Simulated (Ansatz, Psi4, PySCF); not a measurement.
C2H3N (SMILES CC#N) and CH5N (SMILES CN) are pulled apart as rigid monomers along the line of their centres of mass, from the B3LYP-D3(BJ)/def2-TZVP minimum. Starting geometry (charge 0, multiplicity 1):
| atom | x (Å) | y (Å) | z (Å) |
|---|---|---|---|
| C | 0.1925 | 1.3018 | 0.1628 |
| C | -0.6366 | 0.1087 | 0.1424 |
| N | -1.2926 | -0.8356 | 0.1621 |
| H | -0.2892 | 2.1057 | -0.3942 |
| H | 0.3242 | 1.6020 | 1.2047 |
| H | 1.1636 | 1.0938 | -0.2870 |
| C | 0.6472 | -0.5526 | 3.5374 |
| N | -0.3609 | 0.4899 | 3.3317 |
| H | 1.5700 | -0.0977 | 3.9012 |
| H | 0.8661 | -1.0292 | 2.5812 |
| H | 0.3553 | -1.3405 | 4.2429 |
| H | -0.6064 | 0.9291 | 4.2108 |
| H | -1.2093 | 0.0827 | 2.9547 |

Interaction energies with rigid monomers; basis-set methods are counterpoise corrected unless marked otherwise.

Correlated levels freeze the cores. Rows in 6-31G* carry no dispersion term and start afresh at each structure (6-31G* with six Cartesian d functions). MP2/6-31G* freezes PySCF's default core.

Programs: Ansatz (a first-principles code) with Gaussian orbitals; Psi4 for SAPT; PySCF for 6-31G* rows, the dispersion terms. 

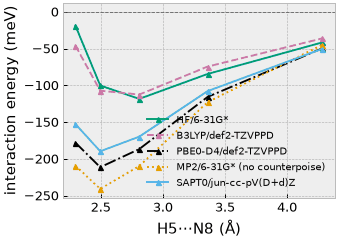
Figure: Interaction energy against separation

Which level binds most strongly at H5···N8 = 2.50, and by how much?

MP2/6-31G* (no counterpoise), -241 meV.
